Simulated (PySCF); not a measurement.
# [PH2]− (phosphanide) at 6 levels

Wanted: a comparison of 6 runs (MP2/SBKJC, CCSDT(Q)/SBKJC, CCSDT/SBKJC, QCISD(T)/SBKJC, CISD/SBKJC, CCSD(T)/SBKJC) of [PH2]− (phosphanide). Input form: a Python script.

Program for the calculation: PySCF 2.14.0.

14 further runs of the same task are left out: 1 that didn't finish, 13 set aside as unsound or not needed.

## 1. Starting point

[PH2]−: 3 atoms, total charge -1, spin state singlet. SMILES: `[PH2-]`. One bond was lengthened or shortened from a relaxed shape.

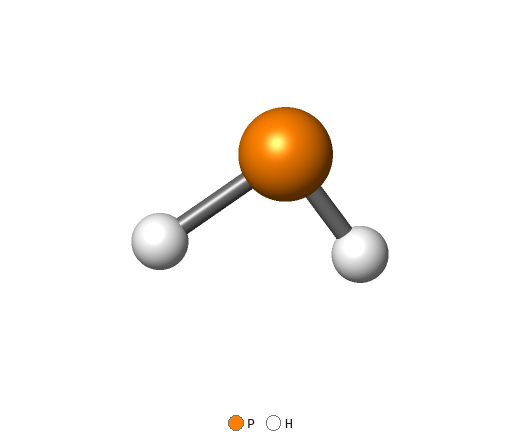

Viewed from a chosen angle; phosphorus orange, hydrogen white.

## 2. The energy at MP2/SBKJC (core potential) (run 1)

File start.xyz:

```xyz
3

P      0.577587    -0.550345     0.261034
H      0.105590     0.990220     0.165130
H     -0.525833    -0.953415    -0.394196
```

File run.py:

```python
from pyscf import gto, mp

system = gto.M(
    atom='start.xyz',
    max_memory=1860,
    ecp={'P': 'sbkjc'},
    verbose=3,
    charge=-1,
    basis='sbkjc',
    spin=0,
)

calc0 = system.RHF()
calc0.conv_tol = 1e-10
calc0.kernel()
if not calc0.converged:
    calc0 = calc0.newton().run(calc0.mo_coeff, calc0.mo_occ)

pt = mp.MP2(calc0).run()
energy = pt.e_tot
print(f'total energy: {energy:.8f} hartree')
```

Launch:

```
$ OMP_NUM_THREADS=1 python run.py
```

Output:

```text
converged SCF energy = -7.43042389661958
E(RMP2) = -7.4817126868662  E_corr = -0.0512887902466256
E(SCS-RMP2) = -7.48720546986179  E_corr = -0.0567815732422184
total energy: -7.48171269 hartree
```

Run time: 0.62 s. Hardware: 1 thread of Intel Xeon Platinum 8488C (Sapphire Rapids), shared host; peak memory 0.12 GiB.

## 3. The energy at CCSDT(Q)/SBKJC (core potential) (run 2)

File job.py:

```python
from pyscf import gto, scf, cc

mol = gto.M(
    atom='''
P    0.577587  -0.550345   0.261034
H    0.105590   0.990220   0.165130
H   -0.525833  -0.953415  -0.394196
''',
    spin=0,
    charge=-1,
    verbose=3,
    ecp={'P': 'sbkjc'},
    max_memory=1860,
    basis='sbkjc',
)

mf = scf.RHF(mol)
mf.conv_tol = 1e-10
mf.kernel()
if not mf.converged:
    mf = mf.newton().run(mf.mo_coeff, mf.mo_occ)

mycc = cc.CCSDT(mf)
mycc.kernel()
e_bracket, e_q = mycc.ccsdt_q()
energy = mycc.e_tot + e_q
print('E(%s) = %.9f' % ('CCSDT(Q)', energy))
```

Launch:

```
$ OMP_NUM_THREADS=1 python job.py
```

Output:

```text
converged SCF energy = -7.43042389661958
_make_eris_incore_RCCSDT

WARN: A large `blksize` is being used, which may cause large memory consumption
      for storing contraction intermediates. If memory is sufficient, consider using
      `pyscf.cc.rccsdt_highm.RCCSDT` instead.

WARN: A large `blksize_oovv` is being used, which may cause large memory consumption
      for storing contraction intermediates. If memory is sufficient, consider using
      `pyscf.cc.rccsdt_highm.RCCSDT` instead.

WARN: A large `blksize_oooo` is being used, which may cause large memory consumption
      for storing contraction intermediates. If memory is sufficient, consider using
      `pyscf.cc.rccsdt_highm.RCCSDT` instead.

RCCSDT converged
E(RCCSDT) = -7.499335350495395   E_corr = -0.0689114538758198
E_corr(same-spin) = -0.00551356577088561
E_corr(oppo-spin) = -0.0633978881049342
_make_eris_incore_RCCSDT
E(CCSDT(Q)) = -7.499391425
```

Wall time 0.78 s (1 thread of Intel Xeon Platinum 8488C (Sapphire Rapids), shared host); peak memory 0.12 GiB.

Run 3 isn't shown in full; the table further down has it.

## 4. A single-point energy at QCISD(T)/SBKJC (core potential) (run 4)

File job.py:

```python
from pyscf import gto, scf, cc

system = gto.M(
    atom='''
P      1.091481    -1.040001     0.493283
H      0.199536     1.871245     0.312050
H     -0.993680    -1.801693    -0.744922
''',
    unit='bohr',
    basis='sbkjc',
    charge=-1,
    ecp={'P': 'sbkjc'},
    max_memory=1860,
    verbose=4,
    spin=0,
)

mf = scf.RHF(system)
mf.conv_tol = 1e-10
mf.kernel()
if not mf.converged:
    mf = mf.newton().run(mf.mo_coeff, mf.mo_occ)

mycc = cc.QCISD(mf)
mycc.kernel()
e_t = mycc.qcisd_t()
etot = mycc.e_tot + e_t
print(f'total energy: {etot:.8f} hartree')
```

Launch:

```
$ OMP_NUM_THREADS=1 python job.py
```

Output:

```text
PySCF version 2.14.0

[... 53 lines left out ...]
converged SCF energy = -7.43042385917873
[... 10 lines left out ...]
Init t2, MP2 energy = -7.48171264593716  E_corr(MP2) -0.0512887867584262
[... 10 lines left out ...]
QCISD converged
[... 2 lines left out ...]
total energy: -7.49916507 hartree
```

Run time: 0.62 s. Hardware: 1 thread of Intel Xeon Platinum 8488C (Sapphire Rapids), shared host; peak memory 0.12 GiB.

Run 5 isn't shown in full; the table further down has it.

## 5. The energy at CCSD(T)/SBKJC (core potential) (run 6)

File mol.xyz:

```xyz
3
H2P
P      0.577587    -0.550345     0.261034
H      0.105590     0.990220     0.165130
H     -0.525833    -0.953415    -0.394196
```

File input.py:

```python
from pyscf import gto, cc

molecule = gto.M(
    atom='mol.xyz',
    basis='sbkjc',
    ecp={'P': 'sbkjc'},
    charge=-1,
    verbose=3,
    max_memory=1860,
    spin=0,
)

myscf = molecule.RHF()
myscf.conv_tol = 1e-10
myscf.kernel()
if not myscf.converged:
    myscf = myscf.newton().run(myscf.mo_coeff, myscf.mo_occ)

mycc = cc.CCSD(myscf)
mycc.kernel()
e_t = mycc.ccsd_t()
e_final = mycc.e_tot + e_t
print(f'total energy: {e_final:.8f} hartree')
```

Launch:

```
$ OMP_NUM_THREADS=1 python input.py
```

Output:

```text
converged SCF energy = -7.43042389661958
E(CCSD) = -7.49852914543701  E_corr = -0.06810524881743552
CCSD(T) correction = -0.000635958733796483
total energy: -7.49916510 hartree
```

Run time: 0.71 s. Hardware: 1 thread of Intel Xeon Platinum 8488C (Sapphire Rapids), shared host; peak memory 0.12 GiB.

## 6. The series

```
run                            level  energy (Eh)  HOMO energy (eV)  LUMO energy (eV)  HOMO–LUMO gap (eV)  wall time
  1       MP2/SBKJC (core potential)    -7.481713             -0.87             10.44               11.31     0.62 s
  2  CCSDT(Q)/SBKJC (core potential)    -7.499391             -0.87             10.44               11.31     0.78 s
  3     CCSDT/SBKJC (core potential)    -7.499335             -0.87             10.44               11.31     0.81 s
  4  QCISD(T)/SBKJC (core potential)    -7.499165             -0.87             10.44               11.31     0.62 s
  5      CISD/SBKJC (core potential)    -7.496307             -0.87             10.44               11.31     0.58 s
  6   CCSD(T)/SBKJC (core potential)    -7.499165             -0.87             10.44               11.31     0.71 s
```

## 7. Results

```
                                                    quantity        value
                                         run 6: total energy  -7.49917 Eh
                  run 6: HOMO energy (Hartree–Fock orbitals)     -0.87 eV
                  run 6: LUMO energy (Hartree–Fock orbitals)     10.44 eV
run 6: HOMO–LUMO gap (to an unbound level, set by the basis)     11.31 eV
                                   run 6: correlation energy    -68.7 mEh
                                       run 6: (T) correction    -0.64 mEh
                                        run 6: T1 diagnostic        0.008
```

All runs together took 4.1 s, the longest 0.81 s.
